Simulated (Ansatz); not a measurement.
Input file:

```
crystal:
  periodic: [false, false, false]
  atoms:
    - {symbol: Ga, position_ang: [-0.047977, -0.276887, 0.182731]}
    - {symbol: O, position_ang: [0.218920, 1.045356, -1.201229]}
    - {symbol: O, position_ang: [1.507258, -0.745019, 0.908569]}
    - {symbol: O, position_ang: [-1.377195, -1.442182, -0.013631]}
    - {symbol: H, position_ang: [-0.214529, 1.542397, -0.090719]}
    - {symbol: H, position_ang: [-0.590475, 1.350759, 0.823445]}
    - {symbol: H, position_ang: [1.137622, 1.244073, -1.413591]}
    - {symbol: H, position_ang: [1.502136, -1.625326, 1.289892]}
    - {symbol: H, position_ang: [-2.135760, -1.093271, -0.485567]}
basis:
  gaussian: {orbitals: def2-TZVPP}
hamiltonian: {xc: pbe0, dispersion: d4}
output: {orbitals: {seedname: orbitals}}
```

Launched as:

```sh
ansatz run in.yaml --threads 4 --pin off --events-out ev --progress --plain --max-ram 9574MiB
```

A transition-state structure; geometry: PBE0-D4/def2-TZVP.

All numbers below come from RKS PBE0-D4/def2-TZVPP in Ansatz.

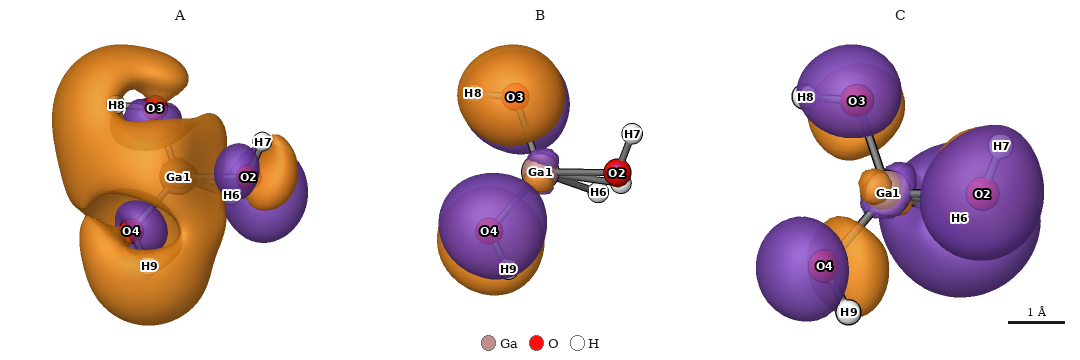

GaH5O3. Three frontier orbitals at ±0.06 Å⁻³ᐟ² (orange and purple are the two phases), in no order.

> Order the three orbitals by energy and name them.

B is the HOMO−1 (−8.75 eV). By Hirshfeld shares it lies mainly on O4 (about 45 %), O3 (about 40 %) and Ga1 (about 10 %); largely a combination of lone pairs on O4 and O3. C is the HOMO (−8.35 eV). By Hirshfeld shares it lies mainly on O2 (about 30 %), H6 (about 25 %), O4 (about 10 %), O3 (about 10 %), Ga1 (about 10 %) and H5 (about 5 %). A is the LUMO (−0.35 eV). It lies mainly on Ga1 (about 40 %), O4 (about 10 %), O3 (about 10 %), H8 (about 10 %), H9 (about 5 %) and H6 (about 5 %).

> What is the HOMO–LUMO gap?

8.00 eV between the orbital energies.
